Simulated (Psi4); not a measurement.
# B3LYP/6-31G(d) (spherical functions) run of AlF3 (SMILES [F][Al]([F])[F])

What is the vertical ionisation energy of AlF3 at B3LYP/6-31G* (spherical functions)? 

Program for the calculation: Psi4 1.11.

## 1. The structure to begin with

AlF3 has 4 atoms, charge 0, and is taken as a singlet. As SMILES, `[F][Al]([F])[F]`. The shape comes from GFN2-xTB, which is rough for such elements, and wasn't checked as a minimum.

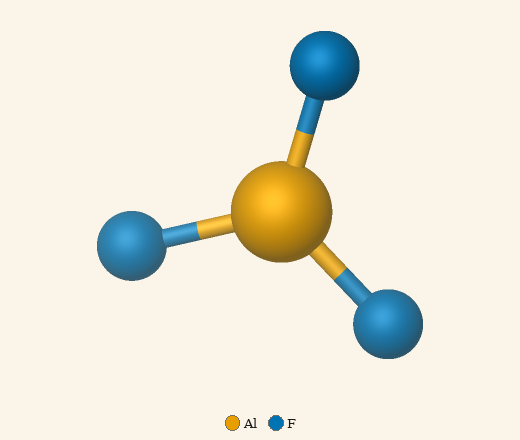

Viewed from a chosen angle; aluminium amber, fluorine blue.

## 2. The energy at B3LYP/6-31G(d) (spherical functions)

File input.dat:

```
memory 1.6 GB

molecule geom {
  Al    -0.000200    -0.000290    -0.001260
  F      1.630840    -0.027090     0.013490
  F     -0.791540     1.425990    -0.016640
  F     -0.839100    -1.398610     0.004400
  symmetry c1
}

set {
  basis 6-31G*
  puream true
  e_convergence 1e-09
  d_convergence 1e-08
  scf_type pk
  dft_radial_points 99
  dft_spherical_points 590
}

result, w = energy("b3lyp", return_wfn=True)
oeprop(w, "MULLIKEN_CHARGES", "LOWDIN_CHARGES", "MAYER_INDICES")
print_variables()
```

The run is started by

```console
$ psi4 -n 1 input.dat output.dat
```

output.dat:

```text
[...]
  Running in c1 symmetry.
[...]
  Nuclear repulsion =  159.395255335653616
[...]
  Multiplicity = 1
[...]
  Nalpha       = 20
  Nbeta        = 20
[...]
    Number of basis functions: 60
[...]
   @RKS iter   1:  -541.98041684448935   -6.90243e-01   1.25873e-02 ADIIS/DIIS
[...]
   @RKS iter   9:  -542.16333267269431   -9.09495e-13   1.37615e-09 DIIS
[...]
    Orbital Energies [Eh]
    ---------------------
    Doubly Occupied:
       1A    -56.099738     2A    -24.678678     3A    -24.678552
       4A    -24.678528     5A     -4.196814     6A     -2.753827
       7A     -2.747864     8A     -2.747858     9A     -1.168905
      10A     -1.156470    11A     -1.156325    12A     -0.499576
      13A     -0.456075    14A     -0.455992    15A     -0.436790
      16A     -0.422586    17A     -0.422505    18A     -0.413459
      19A     -0.413323    20A     -0.396752
[...]
  @RKS Final Energy:  -542.16333267269431
   => Energetics <=
    Nuclear Repulsion Energy =            159.3952553356536157
    One-Electron Energy =               -1074.0929814013977648
    Two-Electron Energy =                 413.1513023018902686
    DFT Exchange-Correlation Energy =     -40.6169089088404220
    Empirical Dispersion Energy =           0.0000000000000000
    VV10 Nonlocal Energy =                  0.0000000000000000
    Total Energy =                       -542.1633326726943096
[...]
 Multipole Moments:
 ------------------------------------------------------------------------------------
     Multipole            Electronic (a.u.)      Nuclear  (a.u.)        Total (a.u.)
 ------------------------------------------------------------------------------------
 L = 1.  Multiply by 2.5417464519 to convert [e a0] to [Debye]
 Dipole X            :         -0.0008364           -0.0000746           -0.0009110
 Dipole Y            :         -0.0011792           -0.0001082           -0.0012874
 Dipole Z            :         -0.0044120           -0.0004692           -0.0048813
 Magnitude           :                                                    0.0051297
[...]
  Mulliken Charges: (a.u.)
   Center  Symbol    Alpha    Beta     Spin     Total
       1    AL     5.82506  5.82506  0.00000  1.34989
       2     F     4.72496  4.72496  0.00000 -0.44993
       3     F     4.72497  4.72497  0.00000 -0.44995
       4     F     4.72501  4.72501  0.00000 -0.45001
   Total alpha = 20.00000, Total beta = 20.00000, Total charge =  0.00000
  Lowdin Charges: (a.u.)
   Center  Symbol    Alpha    Beta     Spin     Total
       1    AL     6.16290  6.16290  0.00000  0.67420
       2     F     4.61243  4.61243  0.00000 -0.22486
[...]
```

Wall time 6 s (1 thread of Intel Xeon Platinum 8375C at 2.90GHz (Ice Lake), shared host); peak memory 0.56 GiB.

## 3. The doublet cation

File input.in:

```
memory 1600 MB

molecule m {
  1 2
  Al    -0.00037795    -0.00054802    -0.00238105
  F      3.08184095    -0.05119268     0.02549241
  F     -1.49579382     2.69473056    -0.03144504
  F     -1.58566919    -2.64298986     0.00831479
  units bohr
  symmetry c1
}

set globals {
  basis                6-31G*
  reference            uks
  puream               true
  e_convergence        1e-09
  d_convergence        1e-08
  scf_type             pk
  dft_radial_points    99
  dft_spherical_points 590
  maxiter              200
}

result, w = energy('b3lyp', return_wfn=True)
oeprop(w, 'MULLIKEN_CHARGES', 'QUADRUPOLE', 'MAYER_INDICES', title='B3LYP')
print_variables()
```

The run is started by

```console
$ psi4 -i input.in -o input.out -n 1
```

input.out (excerpt; [...] marks lines left out):

```text
[...]
  Running in c1 symmetry.
[...]
  Nuclear repulsion =  159.395255317177174
[...]
  Multiplicity = 2
[...]
  Nalpha       = 20
  Nbeta        = 19
[...]
    Number of basis functions: 60
[...]
   @UKS iter   1:  -541.59560274042087   -3.05428e-01   6.72902e-03 DIIS/ADIIS
[...]
   @UKS iter  13:  -541.65254830027970   -6.82121e-13   6.55909e-09 DIIS
[...]
   @S^2 Observed:                7.563588200E-01
[...]
  @UKS Final Energy:  -541.65254830027970
   => Energetics <=
    Nuclear Repulsion Energy =            159.3952553171771740
    One-Electron Energy =               -1061.2043015797398766
    Two-Electron Energy =                 400.3860631769333622
    DFT Exchange-Correlation Energy =     -40.2295652146503500
    Empirical Dispersion Energy =           0.0000000000000000
    VV10 Nonlocal Energy =                  0.0000000000000000
    Total Energy =                       -541.6525483002797046
[...]
 Multipole Moments:
 ------------------------------------------------------------------------------------
     Multipole            Electronic (a.u.)      Nuclear  (a.u.)        Total (a.u.)
 ------------------------------------------------------------------------------------
 L = 1.  Multiply by 2.5417464519 to convert [e a0] to [Debye]
 Dipole X            :          0.0008009           -0.0000746            0.0007262
 Dipole Y            :          0.0007359           -0.0001082            0.0006277
 Dipole Z            :         -0.0043098           -0.0004692           -0.0047790
 Magnitude           :                                                    0.0048745
 L = 2.  Multiply by 1.3450342976 to convert [e a0^2] to [Debye ang]
 Quadrupole XX       :       -144.5154329          128.2454080          -16.2700249
 Quadrupole XY       :         -0.0242910            0.0214098           -0.0028812
[...]
  Mulliken Charges: (a.u.)
   Center  Symbol    Alpha    Beta     Spin     Total
       1    AL     5.66356  5.75153 -0.08797  1.58491
       2     F     4.77891  4.41575  0.36316 -0.19466
       3     F     4.77887  4.41594  0.36293 -0.19481
       4     F     4.77866  4.41678  0.36188 -0.19545
   Total alpha = 20.00000, Total beta = 19.00000, Total charge =  1.00000
  Mayer Bond Indices:
  Total Bond Index:
  Irrep: 1 Size: 4 x 4
[...]
```

Wall time 11 s (1 thread of Intel Xeon Platinum 8375C at 2.90GHz (Ice Lake), shared host); peak memory 0.56 GiB.

## 4. Results

At B3LYP/6-31G* (spherical functions):

```
                                          quantity          value
                        singlet AlF3: total energy  -542.16333 Eh
                       singlet AlF3: dipole moment         0.01 D
                         singlet AlF3: HOMO energy      -10.80 eV
                         singlet AlF3: LUMO energy       -1.57 eV
                       singlet AlF3: HOMO–LUMO gap        9.23 eV
                      doublet cation: total energy  -541.65255 Eh
doublet cation: HOMO energy (highest over α and β)      -18.85 eV
 doublet cation: LUMO energy (lowest over α and β)      -17.02 eV
                              doublet cation: ⟨S²⟩          0.756
vertical ionisation energy (to the doublet cation)      13.899 eV
```

The vertical ionisation energy comes to 13.90 eV (321 kcal/mol). −ε(HOMO) before ionisation, 10.80 eV, is 3.10 eV below this ionisation energy. Mulliken charges (singlet AlF3) run from -0.45 on F4 to +1.35 on Al1. Mulliken charges (doublet cation) run from -0.20 on F4 to +1.58 on Al1.
